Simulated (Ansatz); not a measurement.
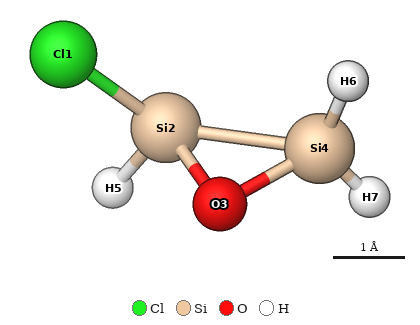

Figure 1. The starting structure (ball-and-stick view, seen at a tilt; atoms are numbered from 1 in the order of the input).

Run report: Si$_{2}$H$_{3}$ClO, geometry relaxation

The run: geometry relaxation of Si$_{2}$H$_{3}$ClO, SMILES Cl[SiH]1O[SiH2]1. Method and program: RKS RPBE-d3bjatm/def2-TZVP (Ansatz 0.2.0).

The run did not end well. The geometry comes from this level: PBE0-D4/def2-TZVP.

Output
```
Functional definition: RPBE
  name "RPBE"
  cite "Hammer, Hansen & Nørskov, Phys. Rev. B 59, 7413 (1999) doi:10.1103/PhysRevB.59.7413"
  cite "Perdew, Burke & Ernzerhof, Phys. Rev. Lett. 77, 3865 (1996) doi:10.1103/PhysRevLett.77.3865"
  parameter kappa = 0.804
  parameter beta = 0.06672455060314922
  exchange = rpbe_x(kappa = kappa, mu = beta*pi^2/3)
  correlation = pbe_c(beta = beta)
532 factors; integrals over basis functions are off by at most 7.0e-1 eV
mean field evaluation 1: about -30364.5001 eV, gradient 6.5e1 eV
mean field evaluation 2: about -30259.9498 eV, gradient 1.9e2 eV
mean field evaluation 4: about -30371.9839 eV, gradient 1.1e1 eV
mean field evaluation 8: about -30372.2887 eV, gradient 1.7e-1 eV
mean field evaluation 16: about -30372.2890 eV, gradient 3.4e-5 eV
mean field -30372.28904202 eV, -1116.1610352175 hartree, gradient 8.7e-8 eV, S^2 0.000000; 0 other end points of the search recorded, 0 dependent functions left out
the calculation of the forces begins
reference -30372.28904581 eV, -1116.1610353567 hartree; 28, 28 occupied and 132, 132 virtual orbitals, 532 factors
relax step   1: F+E_penalty+E_count = -30373.57851901 eV  Δ(F+E_penalty+E_count) = +0.000e0 eV  max|allowed force component| = 1.265e1 eV/Å  Δτ_max = 0.0000 Å  (31 SCF iters, accepted)
these checks for a lower state are left out or cut short: starts, cluster_reference, orbital_swaps, neighbouring_geometries, increment
532 factors; integrals over basis functions are off by at most 7.0e-1 eV
mean field -30374.13186108 eV, -1116.2287575687 hartree, gradient 1.5e-8 eV, S^2 0.000000; 0 other end points of the search recorded, 0 dependent functions left out
the calculation of the forces begins
reference -30374.13186494 eV, -1116.2287577105 hartree; 28, 28 occupied and 132, 132 virtual orbitals, 532 factors
relax step   2: F+E_penalty+E_count = -30375.40672113 eV  Δ(F+E_penalty+E_count) = -1.828e0 eV  max|allowed force component| = 4.914e0 eV/Å  Δτ_max = 0.1632 Å  (40 SCF iters, accepted)
these checks for a lower state are left out or cut short: starts, cluster_reference, orbital_swaps, neighbouring_geometries, increment
532 factors; integrals over basis functions are off by at most 7.0e-1 eV
mean field evaluation 32: about -30374.5842 eV, gradient 2.0e-1 eV
mean field -30374.58574383 eV, -1116.2454374520 hartree, gradient 1.6e-8 eV, S^2 0.000000; 0 other end points of the search recorded, 0 dependent functions left out
the calculation of the forces begins
reference -30374.58574771 eV, -1116.2454375947 hartree; 28, 28 occupied and 132, 132 virtual orbitals, 532 factors
relax step   3: F+E_penalty+E_count = -30375.86287197 eV  Δ(F+E_penalty+E_count) = -4.562e-1 eV  max|allowed force component| = 8.760e-1 eV/Å  Δτ_max = 0.1416 Å  (37 SCF iters, accepted)
```

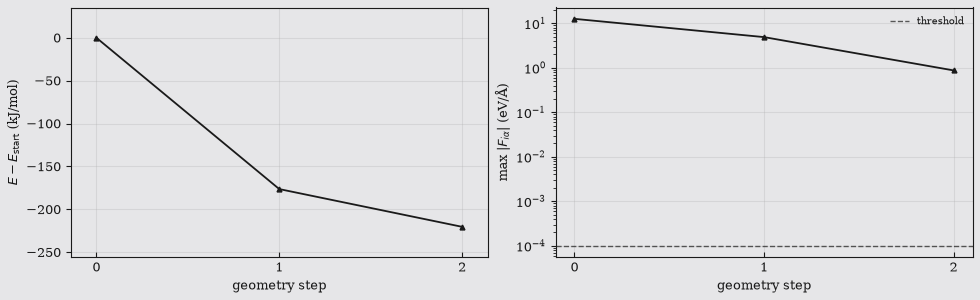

Figure 2. Progress of the relaxation, step by step (the first geometry is step 0 here and step 1 in the log).

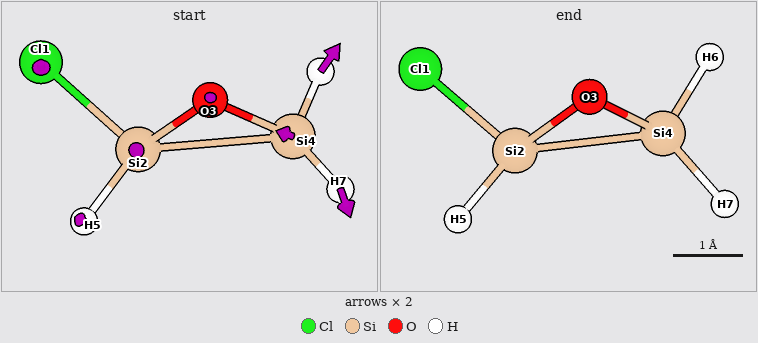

Figure 3. Before (left) and after (right) the relaxation, at one scale (ball-and-stick view, seen at a tilt). The pink arrows give the displacements, magnified 2 times. The relaxation stopped without meeting its thresholds, so the last structure isn't shown to be converged. H6 moves most after the best rigid fit: 0.27 Å. By element the largest moves are H 0.27 Å, Cl 0.20 Å, Si 0.16 Å, O 0.09 Å. Among the contacts that change: Si4–H7 1.143 → 1.444 Å, Si4–H6 1.341 → 1.498 Å, Si2–Si4 2.280 → 2.194 Å, Cl1–Si2 2.018 → 2.069 Å. Among the angles that change: Si2–Si4–H6 110.4° → 125.5°, H6–Si4–H7 123.7° → 113.1°, Si4–Si2–H5 124.2° → 132.4°. After 2 geometry steps the energy has fallen by 220.4 kJ/mol. Largest force component: 13 eV/Å at the start, 0.88 eV/Å at the end. (Atoms are counted from 1 in the order of the input.)

```
Error: geometry relaxation did not converge after 3 steps: max|allowed force component| = 8.76e-1 eV/Å (threshold 1.0e-4). Raise `relax.max_steps` over both its present limit and 3, loosen `relax.f_tol`, or start from a geometry closer to equilibrium. Where this run's directory can be resumed (`checkpoint.write`), a resume goes on for up to `relax.max_steps` more
```

Trajectory as extended XYZ (Å, eV, eV/Å), 3 frames, from step=1 to step=3
```
7
Properties=species:S:1:pos:R:3:forces:R:3 step=1 energy=-30373.57852
Cl   -2.6149   -0.6528   -0.4066   -0.8209  -0.2928   0.3647
Si   -0.7959    0.2049   -0.5738    1.4598   0.5069  -0.8940
O     0.4685   -0.9279   -0.3864    0.2122  -0.4718   0.0549
Si    1.0151    0.1647    0.8111  -12.6451  -4.4954  -0.9704
H    -0.7525    0.6573   -2.0382   -0.0489   0.0531   0.6267
H     0.6458   -0.1827    2.0522   -0.4883  -0.9640   3.5109
H     2.0269    0.6313    0.5580   12.3311   5.6641  -2.6928
7
Properties=species:S:1:pos:R:3:forces:R:3 step=2 energy=-30375.40672
Cl   -2.6597   -0.6029   -0.3128    0.2602   0.2000  -0.1047
Si   -0.7668    0.1682   -0.6811    0.4522  -0.2265   0.2912
O     0.4642   -0.9864   -0.3631   -0.1350  -0.1000  -0.3609
Si    0.9103    0.1863    0.8087   -4.9142  -1.8223  -0.2673
H    -0.6841    0.6756   -2.0968   -0.1899  -0.0958   0.2303
H     0.6888   -0.3123    2.1416    0.0787  -0.1618   1.0019
H     2.0404    0.7663    0.5197    4.4480   2.2063  -0.7906
7
Properties=species:S:1:pos:R:3:forces:R:3 step=3 energy=-30375.86287
Cl   -2.6752   -0.4830   -0.3341    0.1280  -0.0401   0.0742
Si   -0.7371    0.1416   -0.7005   -0.2062  -0.2939  -0.2008
O     0.5058   -1.0077   -0.4189   -0.1875   0.1603   0.0438
Si    0.8533    0.1620    0.8104   -0.7198  -0.4696   0.0655
H    -0.7757    0.5819   -2.1266    0.1183   0.1297   0.1110
H     0.7392   -0.3845    2.2007   -0.0088   0.1081  -0.0685
H     2.0827    0.8844    0.5852    0.8760   0.4055  -0.0252
```

This output came from the following input.

Input file
```yaml
crystal:
  periodic: [false, false, false]
  atoms:
    - {symbol: Cl, position_ang: [-2.614936, -0.652770, -0.406601]}
    - {symbol: Si, position_ang: [-0.795904, 0.204904, -0.573834]}
    - {symbol: O, position_ang: [0.468478, -0.927872, -0.386428]}
    - {symbol: Si, position_ang: [1.015114, 0.164735, 0.811105]}
    - {symbol: H, position_ang: [-0.752468, 0.657266, -2.038190]}
    - {symbol: H, position_ang: [0.645811, -0.182732, 2.052151]}
    - {symbol: H, position_ang: [2.026942, 0.631263, 0.558019]}
basis:
  gaussian: {orbitals: def2-TZVP, fitting: {mean_field: cc-pVTZ-jkfit}}
hamiltonian: {xc: {name: RPBE}, dispersion: d3bjatm}
accuracy: high
relax: {f_tol: 0.0001, max_steps: 3}
```

Launched with:
```bash
ansatz run in.yaml --threads 2 --pin off --events-out ev --progress --plain --max-ram 4352MiB
```

What the run reported

- outcome: not converged
- hardware: 2 threads of Arm Neoverse V1, 23 GiB of memory available, shared host
- wall time: 14 s (CPU time 26 s)
- peak memory: 0.4 GiB

The input was spoiled on purpose: the optimiser is allowed too few steps. The run did not converge: “geometry relaxation did not converge after 3 steps: max|allowed force component| = 8.76e-1 eV/Å (threshold 1.0e-4). Raise `relax.max_steps` over both its present limit and 3, loosen `relax.f_tol`, or start from a geometry closer to equilibrium …” Its last values are not results.
